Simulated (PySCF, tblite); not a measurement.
**CH5O4PSSi (triplet), a small gas-phase stand-in for a defect centre: EPR parameters**

Aim: the EPR parameters of `O=P(O)(O)O[C]S[SiH3]`. It is drawn as: twofold C.

Computed with tblite 0.8.0 and PySCF 2.14.0; each step states its level. No surroundings beyond the atoms listed, unless a continuum is named. Atoms count from 0, parts from 1.

## 1. Starting point

13 atoms, charge 0, multiplicity 3; geometry: distance geometry start.

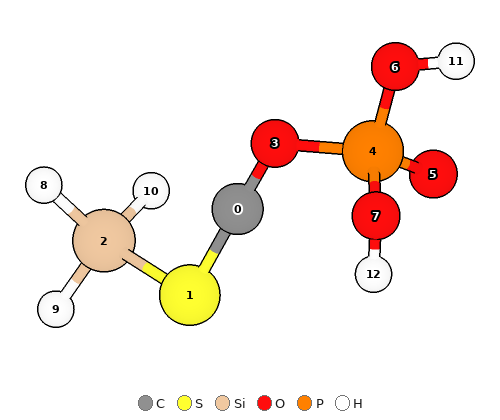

The starting geometry (carbon grey, sulfur yellow, silicon light orange, oxygen red, phosphorus orange, hydrogen white), atoms numbered.

## 2. Relaxing the cluster with GFN2-xTB

Job settings and geometry (Å):

```
{"job": {"kind": "relax", "xc": "GFN2-xTB", "basis": "xTB"}, "charge": 0, "multiplicity": 3}
C      0.321704     0.290197     0.393713
S      1.694044     1.236049     0.124744
Si     3.274048    -0.120308     0.670482
O     -0.748584    -0.421462     0.598354
P     -2.023288    -0.203829    -0.376746
O     -1.802893    -0.468204    -1.833750
O     -3.189005    -1.059133     0.241718
O     -2.543261     1.274120    -0.107435
H      3.117067    -0.479839     2.115449
H      4.592489     0.557708     0.476376
H      3.207964    -1.348792    -0.173712
H     -3.922105    -1.144858    -0.396662
H     -2.005543     1.942791    -0.582155
```

With the program's defaults for keys left out, this is: GFN2-xTB geometry optimisation, gas phase.

On the command line:

```bash
$ OMP_NUM_THREADS=1 python cluster_run.py task.json out
```

This one command runs all jobs of the session in turn.

Standard output:

```text
step      E/eV     max force
  0    -773.82766    3.262
  1    -774.01683    2.138
  2    -774.09720    1.003
  3    -774.13849    0.875
  4    -774.17724    0.926
  5    -774.25791    1.150
  6    -774.31310    1.655
  7    -774.39849    1.153
  8    -774.55989    0.686
  9    -774.60686    0.620
 10    -774.63364    0.571
 11    -774.67543    0.337
 12    -774.68270    0.281
 13    -774.69275    0.304
 14    -774.71291    0.467
 15    -774.74052    0.657
 16    -774.76309    0.571
 17    -774.78747    0.319
 18    -774.80040    0.298
 19    -774.81773    0.438
 20    -774.83207    0.389
 21    -774.84325    0.327
 22    -774.84906    0.235
 23    -774.85382    0.170
 24    -774.85727    0.113
 25    -774.85890    0.129
 26    -774.86052    0.131
 27    -774.86213    0.140
 28    -774.86402    0.107
 29    -774.86574    0.127
 30    -774.86708    0.111
 31    -774.86810    0.106
 32    -774.86913    0.102
 33    -774.87044    0.128
 34    -774.87213    0.159
 35    -774.87433    0.171
 36    -774.87711    0.172
 37    -774.88051    0.189
 38    -774.88431    0.232
 39    -774.88861    0.208
 40    -774.87625    1.167
 41    -774.89355    0.189
 42    -774.89602    0.174
 43    -774.90095    0.577
 44    -774.90566    0.243
 45    -774.90970    0.219
 46    -774.91782    0.785
 47    -774.92438    0.229
 48    -774.92776    0.182
 49    -774.92946    0.704
 50    -774.93347    0.229
 51    -774.93532    0.192
 52    -774.94261    0.343
 53    -774.94591    0.201
 54    -774.94983    0.201
 55    -774.95236    0.287
 56    -774.95477    0.198
 57    -774.95771    0.149
 58    -774.96232    0.116
 59    -774.96566    0.121
 60    -774.97280    0.161
 61    -774.98041    0.263
 62    -774.97869    0.520
 63    -774.98560    0.740
 64    -774.99418    0.312
 65    -774.99809    0.178
 66    -775.00229    0.160
 67    -775.01234    0.246
 68    -775.01403    0.351
 69    -775.02258    0.193
 70    -775.02674    0.165
 71    -775.03733    0.202
 72    -775.04181    0.201
 73    -775.04633    0.174
 74    -775.05244    0.192
 75    -775.05694    0.221
 76    -775.06440    0.249
 77    -775.07067    0.227
 78    -775.07466    0.127
 79    -775.07608    0.118
 80    -775.07732    0.117
 81    -775.07870    0.112
 82    -775.08294    0.152
 83    -775.08466    0.113
 84    -775.08675    0.089
 85    -775.08807    0.118
 86    -775.08990    0.139
 87    -775.09180    0.145
 88    -775.09352    0.100
 89    -775.09482    0.082
 90    -775.09609    0.110
 91    -775.09767    0.146
 92    -775.09960    0.131
 93    -775.10142    0.080
 94    -775.10279    0.087
 95    -775.10393    0.100
 96    -775.10519    0.099
 97    -775.10669    0.085
 98    -775.10812    0.089
 99    -775.10912    0.100
100    -775.10969    0.065
101    -775.11009    0.049
102    -775.11046    0.069
103    -775.11088    0.107
104    -775.11128    0.102
105    -775.11152    0.054
106    -775.11165    0.030
107    -775.11178    0.036
108    -775.11200    0.079
109    -775.11238    0.114
110    -775.11295    0.117
111    -775.11359    0.072
112    -775.11422    0.055
113    -775.11454    0.045
114    -775.11469    0.038
115    -775.11480    0.044
116    -775.11494    0.042
117    -775.11512    0.045
118    -775.11530    0.033
119    -775.11537    0.022
120    -775.11543    0.020
121    -775.11549    0.035
122    -775.11559    0.040
123    -775.11570    0.032
124    -775.11580    0.025
125    -775.11586    0.019
126    -775.11589    0.024
127    -775.11593    0.020
128    -775.11599    0.029
129    -775.11609    0.034
130    -775.11621    0.039
131    -775.11632    0.042
132    -775.11640    0.033
133    -775.11647    0.026
134    -775.11655    0.034
135    -775.11664    0.046
136    -775.11672    0.030
137    -775.11681    0.029
138    -775.11693    0.033
139    -775.11711    0.050
140    -775.11731    0.057
141    -775.11751    0.050
142    -775.11775    0.048
143    -775.11807    0.046
144    -775.11851    0.068
145    -775.11901    0.060
146    -775.11945    0.042
147    -775.11967    0.048
148    -775.11976    0.083
149    -775.11990    0.048
150    -775.11998    0.016
151    -775.12004    0.015
152    -775.12007    0.023
153    -775.12010    0.025
154    -775.12013    0.015
155    -775.12016    0.012
156    -775.12019    0.009
157    -775.12020    0.011
158    -775.12022    0.012
159    -775.12025    0.017
160    -775.12030    0.023
161    -775.12035    0.024
162    -775.12040    0.022
163    -775.12046    0.021
164    -775.12053    0.021
165    -775.12064    0.030
166    -775.12078    0.035
167    -775.12096    0.031
168    -775.12118    0.041
169    -775.12142    0.044
170    -775.12158    0.038
171    -775.12167    0.037
172    -775.12179    0.030
173    -775.12183    0.053
174    -775.12189    0.016
175    -775.12194    0.016
176    -775.12199    0.020
177    -775.12204    0.016
178    -775.12207    0.018
179    -775.12212    0.022
180    -775.12218    0.021
181    -775.12226    0.021
182    -775.12234    0.023
183    -775.12240    0.021
184    -775.12246    0.025
185    -775.12254    0.032
186    -775.12270    0.046
187    -775.12292    0.052
188    -775.12317    0.058
189    -775.12348    0.071
190    -775.12347    0.086
191    -775.12401    0.069
192    -775.12428    0.023
193    -775.12449    0.029
194    -775.12484    0.054
195    -775.12499    0.039
196    -775.12514    0.031
197    -775.12535    0.026
198    -775.12543    0.035
199    -775.12555    0.037
200    -775.12566    0.032
201    -775.12566    0.032
202    -775.12599    0.007
```

Run time: 6 s. Hardware: 1 thread of Arm Neoverse V2, shared host.

Relaxation path:

```tsv
step	energy from step 0 (eV)	largest force (eV/Å)
0	0.0000	3.2620
8	-0.7322	0.6864
16	-0.9354	0.5712
24	-1.0296	0.1134
32	-1.0415	0.1017
40	-1.0486	1.1665
48	-1.1001	0.1813
56	-1.1271	0.1984
64	-1.1665	0.3126
72	-1.2142	0.2007
80	-1.2497	0.1168
88	-1.2659	0.1009
96	-1.2775	0.0991
104	-1.2836	0.1012
112	-1.2866	0.0549
120	-1.2878	0.0192
128	-1.2883	0.0291
136	-1.2891	0.0305
144	-1.2908	0.0684
152	-1.2924	0.0226
160	-1.2926	0.0227
168	-1.2935	0.0406
176	-1.2943	0.0203
184	-1.2948	0.0257
192	-1.2966	0.0231
200	-1.2980	0.0315
202	-1.2983	0.0071
```

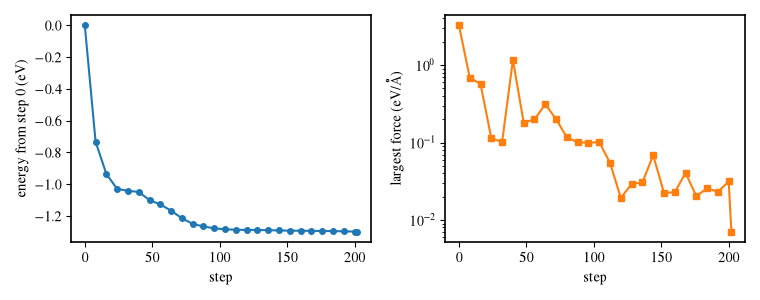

Energy and force, step by step.

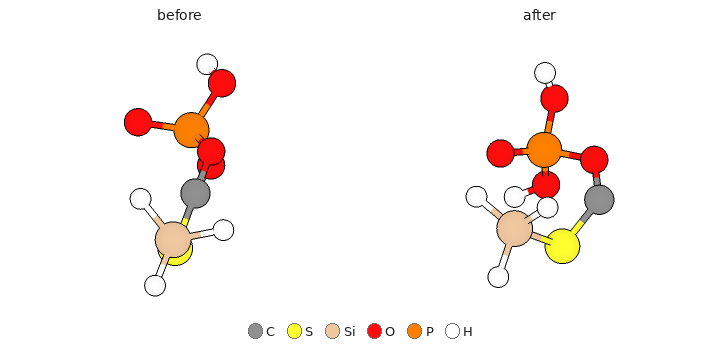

Before and after, at one scale.

Close pairs (by a distance rule), those that changed most:

```tsv
bond	before (Å)	after (Å)	change (Å)
S1–Si2	2.153	2.240	+0.087
Si2–H10	1.492	1.448	-0.044
C0–S1	1.688	1.647	-0.041
C0–O3	1.301	1.342	+0.041
Si2–H8	1.497	1.457	-0.040
Si2–H9	1.495	1.456	-0.039
P4–O5	1.497	1.466	-0.031
O7–H12	0.981	0.956	-0.024
```

## 3. Geometry optimisation at PBE0-D3(BJ)/def2-SVP

Job settings and geometry (Å):

```
{"job": {"xc": "PBE0", "basis": "def2-SVP", "d3": "d3bj", "grid": 2, "kind": "geom", "shake": 0.01}, "charge": 0, "multiplicity": 3}
C      0.026917     0.375108     1.734848
S      1.118040     1.287073     0.908833
Si     2.590092    -0.184189     0.105176
O     -1.111731    -0.128572     1.287493
P     -1.506232    -0.082627    -0.281153
O     -0.457593    -0.546592    -1.178812
O     -2.850211    -0.893350    -0.301654
O     -1.965051     1.419302    -0.511313
H      2.803798    -1.107380     1.236860
H      3.739212     0.704403    -0.097190
H      2.065982    -0.775984    -1.086217
H     -2.696999    -1.823532    -0.429553
H     -1.746014     1.738968    -1.379914
```

Standard output:

```text
step   0  E = -1369.69089592  max force = 0.029194
step   1  E = -1369.70005714  max force = 0.004939
step   2  E = -1369.70046062  max force = 0.002606
step   3  E = -1369.70042141  max force = 0.004051
step   4  E = -1369.70090912  max force = 0.002614
step   5  E = -1369.70138428  max force = 0.002529
step   6  E = -1369.70210795  max force = 0.002612
step   7  E = -1369.70234198  max force = 0.002903
step   8  E = -1369.70274704  max force = 0.001783
step   9  E = -1369.70290741  max force = 0.001910
step  10  E = -1369.70303811  max force = 0.001619
step  11  E = -1369.70320753  max force = 0.001620
step  12  E = -1369.70328316  max force = 0.001798
step  13  E = -1369.70337363  max force = 0.001430
step  14  E = -1369.70345102  max force = 0.001761
step  15  E = -1369.70350346  max force = 0.001244
step  16  E = -1369.70353997  max force = 0.000673
step  17  E = -1369.70356614  max force = 0.000520
step  18  E = -1369.70358498  max force = 0.000694
step  19  E = -1369.70360103  max force = 0.000532
step  20  E = -1369.70361791  max force = 0.000350
step  21  E = -1369.70363226  max force = 0.000436
optimisation converged
```

It took 8 min on 1 thread of Arm Neoverse V2, shared host; peak memory 0.78 GiB.

Step by step: (the energy doesn't fall at every step)

```tsv
step	energy from step 0 (eV)	largest force component (eV/Å)
0	0.0000	1.5012
1	-0.2493	0.2540
2	-0.2603	0.1340
3	-0.2592	0.2083
4	-0.2725	0.1344
5	-0.2854	0.1300
6	-0.3051	0.1343
7	-0.3115	0.1493
8	-0.3225	0.0917
9	-0.3268	0.0982
10	-0.3304	0.0833
11	-0.3350	0.0833
12	-0.3371	0.0925
13	-0.3395	0.0735
14	-0.3416	0.0906
15	-0.3431	0.0640
16	-0.3441	0.0346
17	-0.3448	0.0267
18	-0.3453	0.0357
19	-0.3457	0.0274
20	-0.3462	0.0180
21	-0.3466	0.0224
```

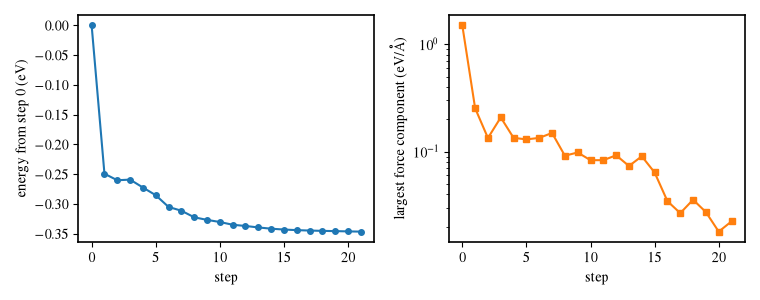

Energy and largest force along the relaxation.

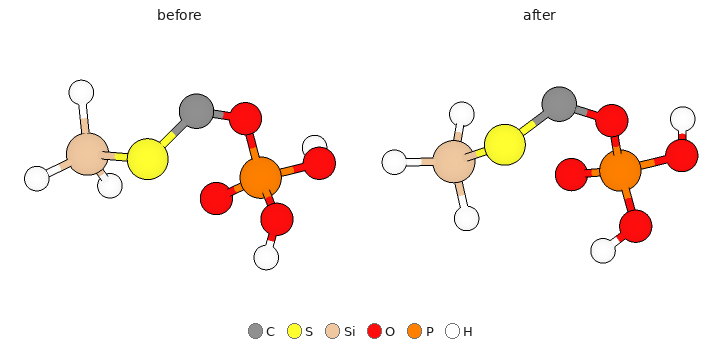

Before and after, at one scale.

Distances of close pairs at the start and the end, largest changes first:

```tsv
bond	before (Å)	after (Å)	change (Å)
C0–S1	1.645	1.714	+0.069
Si2–H10	1.430	1.488	+0.058
O3–P4	1.618	1.647	+0.029
Si2–H9	1.467	1.494	+0.028
S1–Si2	2.231	2.204	-0.027
P4–O6	1.570	1.590	+0.020
C0–O3	1.323	1.343	+0.020
P4–O5	1.456	1.476	+0.020
```

The final coordinates are the input of the step that follows.

```tsv
at the end point	value
point group (found at 0.08 Å tolerance)	C1
rotational constants (GHz, main isotopes)	2.329, 0.793, 0.709
dipole moment (D)	1.13
⟨S²⟩	2.008
```

## 4. g tensor and hyperfine couplings: B3LYP/IGLO-III+pcH-1

Job settings and geometry (Å):

```
{"job": {"kind": "epr"}, "charge": 0, "multiplicity": 3}
C     -0.017892     0.287991     1.792489
S      1.202101     1.366539     1.258892
Si     2.441887     0.075703    -0.026978
O     -1.259474     0.128184     1.306381
P     -1.474043    -0.260122    -0.279602
O     -0.301183    -0.947763    -0.853970
O     -2.887215    -0.986524    -0.229546
O     -1.916202     1.102824    -0.976498
H      2.329037    -1.326124     0.446920
H      3.823702     0.598000     0.198908
H      2.102019     0.246284    -1.465412
H     -2.860429    -1.802888     0.286271
H     -1.173347     1.500025    -1.450315
```

Level: UKS B3LYP, IGLO-III on C O P S Si, pcH-1 on H, non-relativistic, mean-field spin-orbit, GIAO.

Standard output:

```text
UKS, coarse grid
  cycle   1  E = -1370.96889202  |g| = 9.86e-01
  cycle   2  E = -1370.29319724  |g| = 1.67e+00
  cycle   3  E = -1371.26552519  |g| = 2.58e-01
  cycle   4  E = -1371.28697564  |g| = 1.08e-01
  cycle   5  E = -1371.29103875  |g| = 1.84e-02
  cycle   6  E = -1371.29119246  |g| = 1.04e-02
  cycle   7  E = -1371.29124287  |g| = 4.00e-03
  cycle   8  E = -1371.29125260  |g| = 1.86e-03
  cycle   9  E = -1371.29125392  |g| = 6.18e-04
UKS, final grid
  cycle   1  E = -1371.29123923  |g| = 9.65e-04
  cycle   2  E = -1371.29123817  |g| = 1.80e-03
  cycle   3  E = -1371.29123969  |g| = 1.92e-04
  cycle   4  E = -1371.29123971  |g| = 4.08e-05
  cycle   5  E = -1371.29123971  |g| = 3.46e-05
  cycle   6  E = -1371.29123971  |g| = 8.49e-06
E = -1371.29123971 Eh   <S^2> = 2.0085 (exact 2.0000)
g shifts (ppm)      1          2          3
  rmc          -199       -199       -199
  gc             37         27        -29
  oz_so        -739        216       1516
  total        -902         44       1288
hyperfine (MHz)  atom isotope    a_iso     a_fc   dipolar eigenvalues
    0   13C     385.63     385.74    -66.79      9.16     57.62
    1   33S      25.36      25.44    -14.36     -9.45     23.81
    2  29Si     -56.55     -56.65    -10.87      5.06      5.81
    3   17O     -71.78     -71.78    -17.46      3.63     13.83
    4   31P     117.26     117.49     -9.52     -7.50     17.02
    5   17O      -0.00      -0.00     -0.88     -0.01      0.89
    6   17O      -1.18      -1.18     -1.42      0.60      0.82
    7   17O      -4.54      -4.54     -2.17      1.07      1.10
    8    1H       0.45       0.45     -2.73     -1.55      4.28
    9    1H       5.86       5.86     -1.52     -1.10      2.62
   10    1H      11.20      11.20     -1.51     -0.99      2.50
   11    1H       0.12       0.12     -1.64     -1.06      2.70
   12    1H      -0.00      -0.00     -1.82     -0.69      2.51
zero-field splitting (cm-1)  D = 0.8528  E = 0.0889  (spin-spin 0.4830, spin-orbit 0.4101)
```

It took 3.8 min on 1 thread of Arm Neoverse V2, shared host; peak memory 1.5 GiB.

Principal g values 2.00142, 2.00236, 2.00361; g(iso) = 2.00246, against 2.00232 for a free electron.

Hyperfine couplings, nucleus by nucleus at this fixed geometry (no averaging over rotations):

```tsv
nuclei	isotope	a(iso) (MHz)	a(iso) (G, at g = 2.0023)	largest dipolar term (MHz)
C0	13C	385.6	137.6	-66.8
P4	31P	117.3	41.8	17.0
O3	17O	-71.8	-25.6	-17.5
Si2	29Si	-56.6	-20.2	-10.9
S1	33S	25.4	9.0	23.8
H10	1H	11.2	4.0	2.5
H9	1H	5.9	2.1	2.6
O7	17O	-4.5	-1.6	-2.2
O6	17O	-1.2	-0.4	-1.4
H8	1H	0.5	0.2	4.3
H11	1H	0.1	0.0	2.7
O5	17O	0.0	0.0	0.9
H12	1H	0.0	0.0	2.5
```

Zero-field splitting: D = 0.853 cm⁻¹ (spin-spin 0.483, spin-orbit 0.410), E = 0.089 cm⁻¹.

Mulliken spin populations:

C0 1.58; S1 0.21; Si2 0.07; O3 0.06; P4 0.04; O5 0.00; O6 0.00; O7 0.01; H8 0.00; H9 0.01; H10 0.01; H11 0.00; H12 0.00

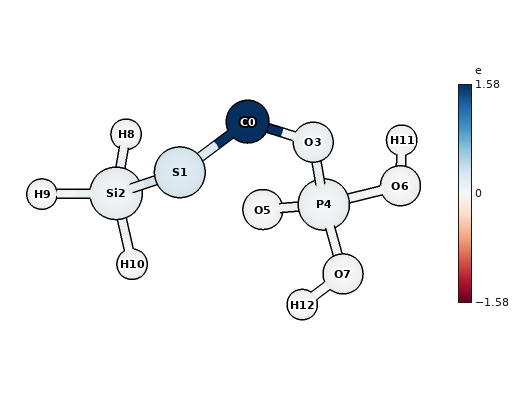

Mulliken spin populations, as colours on the atoms.

## 5. g tensor and hyperfine couplings: BHandHLYP/IGLO-III+pcH-1

Same as in step 4 but for these lines:

```diff
@@ -1,2 +1,2 @@
-{"job": {"kind": "epr"}, "charge": 0, "multiplicity": 3}
+{"job": {"kind": "epr", "xc": "BHandHLYP"}, "charge": 0, "multiplicity": 3}
 C     -0.017892     0.287991     1.792489
```

Level: UKS BHandHLYP, IGLO-III on C O P S Si, pcH-1 on H, non-relativistic, mean-field spin-orbit, GIAO.

Standard output:

```text
UKS, coarse grid
  cycle   1  E = -1370.79688999  |g| = 8.39e-01
  cycle   2  E = -1370.70474803  |g| = 1.01e+00
  cycle   3  E = -1371.04933869  |g| = 1.22e-01
  cycle   4  E = -1371.05464609  |g| = 6.42e-02
  cycle   5  E = -1371.05664132  |g| = 1.22e-02
  cycle   6  E = -1371.05689466  |g| = 5.87e-03
  cycle   7  E = -1371.05694986  |g| = 2.93e-03
  cycle   8  E = -1371.05696173  |g| = 1.25e-03
  cycle   9  E = -1371.05696373  |g| = 5.29e-04
UKS, final grid
  cycle   1  E = -1371.05695210  |g| = 4.74e-04
  cycle   2  E = -1371.05695216  |g| = 5.34e-04
  cycle   3  E = -1371.05695226  |g| = 9.01e-05
  cycle   4  E = -1371.05695228  |g| = 6.26e-05
  cycle   5  E = -1371.05695229  |g| = 1.09e-05
E = -1371.05695229 Eh   <S^2> = 2.0136 (exact 2.0000)
g shifts (ppm)      1          2          3
  rmc          -198       -198       -198
  gc             37         25        -32
  oz_so        -577        167       1318
  total        -738         -6       1088
hyperfine (MHz)  atom isotope    a_iso     a_fc   dipolar eigenvalues
    0   13C     418.47     418.57    -70.67     10.90     59.77
    1   33S      22.02      22.09    -14.32     -8.87     23.19
    2  29Si     -49.21     -49.30     -9.97      4.58      5.39
    3   17O     -71.53     -71.53    -17.28      3.56     13.72
    4   31P     102.78     102.98     -9.08     -7.72     16.80
    5   17O       0.21       0.21     -0.64     -0.13      0.77
    6   17O      -0.87      -0.87     -1.25      0.53      0.72
    7   17O      -3.63      -3.63     -1.84      0.90      0.93
    8    1H       0.30       0.30     -2.72     -1.67      4.40
    9    1H       5.34       5.33     -1.42     -1.10      2.52
   10    1H       9.78       9.78     -1.42     -1.03      2.45
   11    1H       0.03       0.03     -1.59     -1.11      2.70
   12    1H      -0.09      -0.09     -1.73     -0.78      2.51
zero-field splitting (cm-1)  D = 0.9392  E = 0.0903  (spin-spin 0.5457, spin-orbit 0.4470)
```

Wall time 4 min (1 thread of Arm Neoverse V2, shared host); peak memory 1.5 GiB.

In short: g(iso) 2.00243.

## 6. Side by side: EPR parameters

g, ⟨S²⟩ and isotropic hyperfine couplings (MHz), with basis size and wall time:

```tsv
run	g(iso)	⟨S²⟩	13C C0	31P P4	17O O3	29Si Si2	33S S1	functions	time
B3LYP/IGLO-III+pcH-1	2.00246	2.008	385.6	117.3	-71.8	-56.6	25.4	357	3.8 min
BHandHLYP/IGLO-III+pcH-1	2.00243	2.014	418.5	102.8	-71.5	-49.2	22.0	357	4 min
```

## 7. What came out

| quantity | value |
| --- | --- |
| point group | C1 |
| rotational constants (main isotopes) | 2.33, 0.79, 0.71 GHz |
| D, E (B3LYP) | 0.853, 0.089 cm⁻¹ |
| g(iso) (B3LYP) | 2.00246 |
| ⟨S²⟩ | 2.008 (exact 2.00) |
| largest a(iso) | 13C on C0, 385.6 MHz |

In words: The start of the PBE0/def2-SVP relaxation was shaken at random by about 0.01 Å, so part of the energy gained, and of the first lengths quoted, undoes that. Over 21 steps the energy fell by 0.347 eV; of the close pairs, C0–S1 changed most, 1.645 to 1.714 Å (PBE0/def2-SVP). C0 carries the largest spin population, 1.58 e. The isotropic g lies 0.1 ppt above the free-electron value. The coupling of 13C on C0 runs from 385.6 (B3LYP/IGLO-III+pcH-1) to 418.5 MHz (BHandHLYP/IGLO-III+pcH-1). The triplet was assumed; the singlet may lie lower. A capped cluster stands for the solid here, so long-range fields and strain are missing, and bands or shifts of the capping hydrogens have no counterpart in it.
